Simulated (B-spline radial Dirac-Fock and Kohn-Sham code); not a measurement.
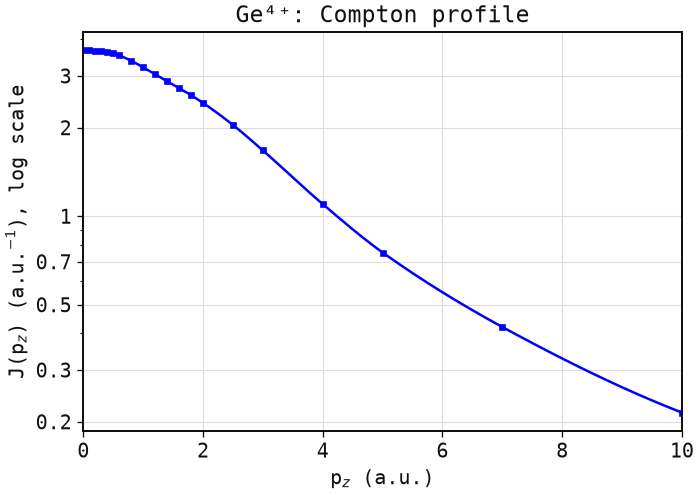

The total Compton profile J(pz). It refers to Ge⁴⁺ in the configuration [Ar] 3d9 4p1, which is not the ground configuration. Computed with a radial B-spline solver: the impulse approximation on the Dirac–Fock momentum density (average of configuration).

Q: What is the peak value?

A: J(0) = 3.66 a.u.⁻¹.
